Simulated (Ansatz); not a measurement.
# LiBeF3 (model cell, started as cubic perovskite with Be in the octahedra): following an unstable mode, part 3 of 3

Aim: this structure of LiBeF3 (model cell, started as cubic perovskite with Be in the octahedra) is to be tested for unstable modes, and one is followed downhill.

Ansatz 0.2.0; DFT PBE, scalar-relativistic, plane waves, PAW; PAW set soft_1.

So far. Step 4 (The mode frozen in, largest atomic shift 0.45 Å): The run ends at a pressure of 3.03 GPa, with forces up to 0.13 eV/Å. Step 5 (Energy along the mode, all amplitudes (two of the runs …): The lowest of the steps tried is at 0.45 Å, 19.5 meV/atom below the parent; the bottom of the well need not coincide with a step.

The structure was built from a prototype and need not be the compound's stable phase.

## (7) The new phase in its own primitive cell

The relaxed structure is symmetrised, reduced to its primitive cell and relaxed tightly, as its phonons need.

Contents of input.yaml:

```yaml
crystal:
  lattice:
    - [2.7675287613, 0.0, 0.0]
    - [0.0, 2.6139276611, 4.0846971522]
    - [0.0, -2.6139276611, 4.0846971522]
  atoms:
    - { symbol: Li, position: [0.0, 0.2083353652, 0.2083353652] }
    - { symbol: Be, position: [0.5, 0.5691309961, 0.5691309961] }
    - { symbol: F, position: [0.5, 0.4194826216, 0.9153982174] }
    - { symbol: F, position: [0.5, 0.9153982174, 0.4194826216] }
    - { symbol: F, position: [0.0, 0.4590215842, 0.4590215842] }
kpoints:
  mp_grid: { grid: [8, 4, 4] }
hamiltonian:
  xc: pbe
  pseudopotentials: { kind: paw, azcp: { folder: soft_1 } }
scf:
  occupations: { method: fixed }
output:
  forces: true
  stress: true
  eigenvalues: true
relax:
  adjacent_minimum: "off"
  f_tol: 0.001
  max_steps: 60
  cell: { stress_tol: 0.01 }
```

On the command line:

```sh
$ ansatz run input.yaml --threads 4 --pin off --max-ram 16384MiB --backend cpu --events-out ev --progress --plain --runs-dir out
```

Numbers of over 12 decimals in the logs are rounded to 6 here.

What it wrote:

```text
[...]
Crystal: 5 atoms, lattice volume = 59.098 Å³
Basis set: ecut = 420 eV, 1153 PW (Γ), exchange–correlation on 40×72×72 points (8 copies of the dense FFT grid, shifted against one another)
Bands: 18, of which v1, the nominal top of the filled ones, is band 13 counted from 1 (12 counted from 0)
Symmetry: 4 space group operations
[...]
k-points: 35 of 128 (time reversal used)
[...]
cell:  # Å, volume = 59.0984 Å³
    - [2.7675287613, 0.0, 0.0]
    - [0.0, 2.6139276611, 4.0846971522]
    - [0.0, -2.6139276611, 4.0846971522]
  atoms:
    - { symbol: Li, position: [0.0, 0.208335, 0.208335] }
    - { symbol: Be, position: [0.5, 0.569131, 0.569131] }
    - { symbol: F, position: [0.5, 0.419483, 0.915398] }
    - { symbol: F, position: [0.5, 0.915398, 0.419483] }
    - { symbol: F, position: [0.0, 0.459022, 0.459022] }
[key lines of the parts left out:]
SCF converged after 7 iterations
Free energy (F): -2729.892954 eV
Fermi energy:    -1.655019 eV
P = ⅓ Tr σ = 0.0010 GPa (0.010 kbar)
```

Elapsed: 2.8 s, on 4 threads of Arm Neoverse V1, shared host; peak memory 0.37 GiB; 10 s of CPU time.

Little changed from the start: no atom moved by 0.005 Å and no cell edge by 0.1 %.

A gap read on the k-mesh alone can miss the band edges.

Numbers from this step:

| Item | Value |
| --- | --- |
| pressure | 0.001028 GPa |
| direct gap on mesh | 7.575 eV |

The largest force component left is 0.26 meV/Å and the pressure is 0.001 GPa, within the tolerances set. The cell now holds 11.82 Å³/atom.

## (8) Modes of the new phase, k-mesh 8×4×4

A relaxed structure may still be a saddle point, so its zone-centre modes are computed. The response to a homogeneous field gives the Born charges and the dielectric tensor.

input.yaml, as its differences from that of step 7:

```diff
@@ -19,9 +19,6 @@
 output:
-  forces: true
-  stress: true
   eigenvalues: true
-relax:
-  adjacent_minimum: "off"
-  f_tol: 0.001
-  max_steps: 60
-  cell: { stress_tol: 0.01 }
+phonons:
+  method: dfpt
+  dielectric: true
+  rigid_motions: translations
```

What it wrote:

```text
[...]
Crystal: 5 atoms, lattice volume = 59.098 Å³
Basis set: ecut = 420 eV, 1153 PW (Γ), exchange–correlation on 40×72×72 points (8 copies of the dense FFT grid, shifted against one another)
Bands: 18, of which v1, the nominal top of the filled ones, is band 13 counted from 1 (12 counted from 0)
Symmetry: 4 space group operations
k-points: 68 of 128 (irreducible under 1 space group operation, time reversal used)
[...]
SCF iter   1: F=—  HF=-2730.394898 eV  |F-HF|=—  |Δ(HF+E_count)|=         —  Δρ=6.56e-2  dr2=2.33e0  ethr=3.10e-3  ⟨swp⟩=4.9  Hψ=5912  notcnv=0  defer=192
[...]
SCF iter  10: F=-2729.892954 eV  HF=-2729.892954 eV  |F-HF|=1.36e-12  |Δ(HF+E_count)|=  2.86e-10  Δρ=7.50e-8  dr2=3.14e-12  ethr=1.00e-12  ⟨swp⟩=11.3  Hψ=7009  notcnv=0
SCF 1 converged in 10 iterations: F = -2729.892954 eV  dr2 = 3.14e-12
[...]
NSCF: frozen V_eff on 2 k-points
DFPT response loops at Γ: preconditioner auto → none (the input reference at scf.mixing.eps_inf says where Resta's filter doesn't serve); β = 0.50; Broyden in place of MSR1
SCF converged after 10 iterations
Free energy (F): -2729.892954 eV
[...]
Internal energy: -2729.892954 eV  (E = F + TS)
E sigma→0 (E₀):  -2729.892954 eV
Fermi energy:    -1.655020 eV
[...]
--- Band table (eV; the first three rows and the last of 68) ---
  k-point 0: bands = [... 9 lower, -2.4351, -1.9566, -1.7230, -1.6960, 5.8792, 9.9046, 11.4922, 12.2624, ... 1 higher]
  k-point 1: bands = [... 9 lower, -2.5041, -1.9375, -1.9195, -1.7438, 6.4878, 9.4521, 10.9028, 12.4990, ... 1 higher]
  k-point 2: bands = [... 9 lower, -2.6534, -2.1007, -1.9009, -1.8092, 7.6982, 8.2459, 10.5598, 13.1501, ... 1 higher]
  k-point 67: bands = [... 9 lower, -2.7818, -2.4365, -2.3915, -1.6550, 10.3093, 11.2138, 11.3536, 12.2925, ... 1 higher]
--- Phonons (Γ-DFPT): 12 representative perturbations + reference, on 68 of 128 k-points (Σ response iterations 42) ---
  k mesh reduced under 1 symmetry operation, with k and −k counted as one. Each operation leaves every solved perturbation unchanged. A smaller set is not considered because the run solves the response to a homogeneous field
  ASR residual: 1.979e-3 → 0.000e0 eV/Å²; symmetrization residual: 8.438e-7 eV/Å²
  ASR residual per site (eV/Å²): 2.13e-4 1.98e-3 5.19e-4 5.19e-4 1.00e-4
[...]
ε∞ (high-frequency dielectric tensor):
        1.808195     0.000000     0.000000
       -0.000000     1.760449    -0.000000
        0.000000     0.000000     1.731019
  ε⁰ (static dielectric tensor: ions relaxed, cell fixed):
        5.101613     0.000000     0.000000
        0.000000     3.713265    -0.000000
        0.000000    -0.000000     4.010812
  ε⁰ − ε∞ (ionic part):
        3.293418     0.000000     0.000000
        0.000000     1.952815    -0.000000
        0.000000    -0.000000     2.279793
  softest optical mode at Γ: 61.49 cm⁻¹; the repairs (sum rule, projections) moved no ω² at Γ by more than (7.76 cm⁻¹)²
  Born effective charges Z* (e; rows j = field, columns β = displacement):
    site 0:
         1.07632   -0.00000    0.00000
         0.00000    1.11482    0.00000
         0.00000   -0.00000    0.95154
    site 1:
         1.96621    0.00000    0.00000
        -0.00000    1.78630   -0.00000
         0.00000    0.00000    1.54884
    site 2:
        -0.87126    0.00000   -0.00000
         0.00000   -1.15637    0.27527
        -0.00000    0.27479   -0.76460
    site 3:
        -0.87126   -0.00000   -0.00000
        -0.00000   -1.15637   -0.27527
        -0.00000   -0.27479   -0.76460
    site 4:
        -1.30000   -0.00000   -0.00000
         0.00000   -0.58838   -0.00000
        -0.00000    0.00000   -0.97117
  Z* charge neutrality: 1.447e-5 e pre-enforcement
  k-mesh period / interband length: 19.4 Å / 0.74 Å = 26.37 at k = (0.0000, 0.0000, 0.0000), direct gap 7.575 eV — 14 or more, which is no proof of convergence
  optical modes at Γ without the LO–TO term, one row a degenerate level:
      ω (cm⁻¹)  modes    IR ((D/Å)²/amu)
         61.49      1             0.0005
        207.68      1             0.0000
        274.12      1             0.0416
        303.70      1             4.6566
        313.98      1             0.0752
        348.83      1             2.7413
        386.48      1             5.3136
        451.61      1             4.0405
        472.13      1            12.2884
        540.96      1             0.2471
        790.44      1             6.9208
        897.03      1             9.3698
  optical modes at Γ + LO–TO along q̂ = [1.0000, 0.0000, 0.0000]:
      ω (cm⁻¹)  modes    IR ((D/Å)²/amu)
         61.49      1             0.0005
        207.68      1             0.0000
        274.49      1             0.0025
        303.70      1             4.6566
[...]
optical modes at Γ + LO–TO along q̂ = [0.0000, 1.0000, 0.0000]:
      ω (cm⁻¹)  modes    IR ((D/Å)²/amu)
[...]
optical modes at Γ + LO–TO along q̂ = [0.0000, 0.0000, 1.0000]:
      ω (cm⁻¹)  modes    IR ((D/Å)²/amu)
         61.49      1             0.0005
        207.68      1             0.0000
        274.12      1             0.0416
        313.81      1             0.0004
        348.83      1             2.7413
        386.48      1             5.3136
        406.43      1             2.4476
        451.61      1             4.0405
        472.13      1            12.2884
        545.89      1             0.2617
        891.45      1             9.1900
        897.03      1             9.3698
```

Wall time 34 s (4 threads); peak memory 0.58 GiB.

This step gave:

```
sum-rule residual before enforcement                    : 0.001979 eV/Å²
miss of the charge sum rule                             : 1.45e-5 e
point group                                             : mm2
highest optical mode at the zone centre (no LO-TO term) : 897.0 cm⁻¹
lowest optical zone-centre mode                         : 61.49 cm⁻¹
mean high-frequency dielectric constant                 : 1.767
largest Born charge (third of the trace)                : 1.767 e
mean static dielectric constant                         : 4.275
top of the zone-centre spectrum with the field          : 1017 cm⁻¹
```

Without the LO-TO term. Patterns of degenerate modes are one choice out of their space. The modes at Γ (shares of kinetic energy by element, %):

```
mode  frequency (cm⁻¹)  symmetry  Li %  Be %  F %
   1               0.0  acoustic    10    12   78
   2               0.0  acoustic    10    12   78
   3               0.0  acoustic    10    12   78
   4              61.5        B2     0     0   99
   5             207.7        A2     0     0  100
   6             274.1        B1    17    17   67
   7             303.7        A1    84     0   15
   8             314.0        A1     4     3   93
   9             348.8        B2    30     4   66
  10             386.5        B1    74     0   26
  11             451.6        B2    58     1   40
  12             472.1        B1     0    71   29
  13             541.0        A1     1    10   89
  14             790.4        A1     1    75   25
  15             897.0        B2     2    82   16
```

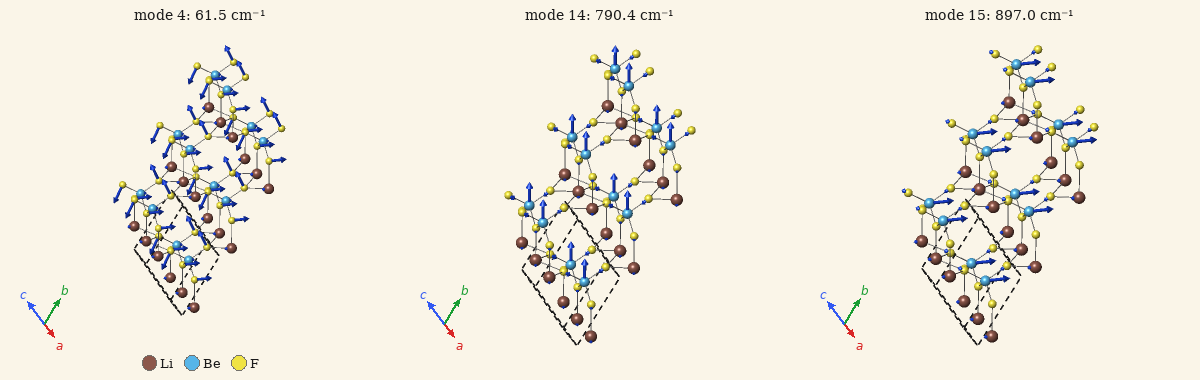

Displacement patterns of modes 4, 14 and 15 at Γ; arrows are exaggerated. 2×3×2 cells are drawn. Some periodic images of atoms are drawn too.

Optical modes at the zone centre, without and with the macroscopic field of the longitudinal modes; each column is sorted by frequency, so a row need not hold one and the same mode. Modes with and without the field, by row:

```
rank among optical modes  no field (cm⁻¹)  q along (1, 0, 0) (cm⁻¹)  q along (0, 1, 0) (cm⁻¹)  q along (0, 0, 1) (cm⁻¹)
                       1             61.5                      61.5                      61.5                      61.5
                       2            207.7                     207.7                     207.7                     207.7
                       3            274.1                     274.5                     274.1                     274.1
                       4            303.7                     303.7                     303.7                     313.8
                       5              314                       314                       314                     348.8
                       6            348.8                     348.8                       378                     386.5
                       7            386.5                     410.6                     386.5                     406.4
                       8            451.6                     451.6                     472.1                     451.6
                       9            472.1                       541                     533.6                     472.1
                      10              541                     745.4                       541                     545.9
                      11            790.4                     790.4                     790.4                     891.5
                      12              897                       897                      1017                       897
```

Born charge (rows field, columns displacement) (e), principal values of the symmetric part by kind of site:

```
atom  atoms with these values    low  middle   high   mean
 Li1                        1   0.95    1.08   1.11   1.05
 Be2                        1   1.55    1.79   1.97   1.77
  F3                        2  -1.30   -0.87  -0.62  -0.93
  F5                        1  -1.30   -0.97  -0.59  -0.95
```

In full for F3:

```
-0.87  0.00  0.00
 0.00 -1.16  0.28
 0.00  0.27 -0.76
```

High-frequency dielectric tensor:

```
1.81 0.00 0.00
0.00 1.76 0.00
0.00 0.00 1.73
```

Static dielectric tensor (ions relaxed, fixed cell):

```
5.10 0.00 0.00
0.00 3.71 0.00
0.00 0.00 4.01
```

Transverse modes. Infrared lines, with heights relative to the strongest:

```
position (cm⁻¹)  label  relative intensity
             62     B2                 0.0
            208     A2                 0.0
            274     B1                 0.3
            304     A1                  38
            314     A1                 0.6
            349     B2                  22
            386     B1                  43
            452     B2                  33
            472     B1                 100
            541     A1                 2.0
            790     A1                  56
            897     B2                  76
```

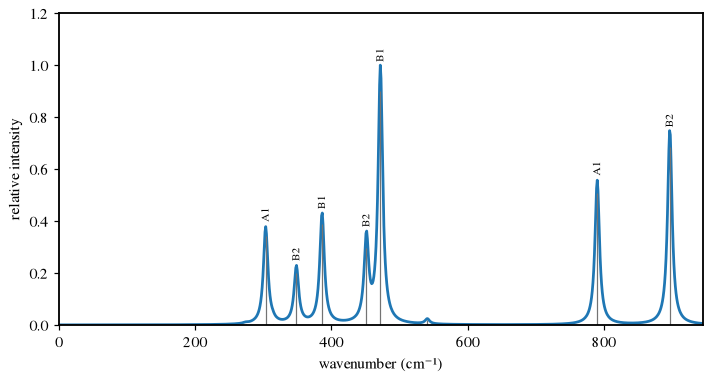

The infrared spectrum, broadened with Lorentzians of width 8 cm⁻¹; bars mark the lines.

Before it was imposed, the acoustic sum rule was missed by 0.0020 eV/Å² and the charge sum rule by 1.4e-5 e. Small misses are needed for a sound result but don't prove that mesh and cutoff are converged. The lowest optical mode is real, 61.5 cm⁻¹.

## (9) Summary of results

| Property | Result |
| --- | --- |
| unstable mode of the parent | q = (0, 0, 0), 208i cm⁻¹ |
| depth at the lowest point sampled | 19.5 meV/atom |
| largest atomic shift at that point | 0.45 Å |
| space group reached (within 0.01 Å) | Amm2 |
| energy gained over the parent (first relaxation, on the mesh of the frozen mode) | 295 meV/atom |
| volume per atom, phase reached | 11.8 Å³ |
| gap on the k-mesh, phase reached | 7.53 eV |
| lowest optical zone-centre mode, phase reached | 61.5 cm⁻¹ |
| highest optical mode at the zone centre (no LO-TO term), phase reached | 897 cm⁻¹ |

In words: Along this mode the structure falls into Amm2, 295 meV/atom below the parent. At the parent's cell the well is 19.49 meV/atom deep on the steps tried, with its lowest point at a shift of 0.45 Å. Relaxing atoms and cell changes the gain by +275.65 meV/atom against the lowest step (energies at zero smearing). Most of the total comes from this relaxation. The new phase has no imaginary mode at the zone centre of its cell; other wavevectors were not checked. Of the 4 patterns followed to their end from this parent, this one reaches the lowest energy. Each path keeps the symmetry of its pattern, so a lower phase may lie along a pattern not tried. The starting cell was built on a prototype and not taken from a measurement, so the phase need not exist.

[Logs are printed without paths, hosts, clocks, repeated set-up lines and the standing remarks that a program may print on its own settings, such as how far it seeks lower states.]

[Hosts, paths, dates, database ids (printed as entryN), source tags and the programs' standing remarks are cut or masked in the printed files.]
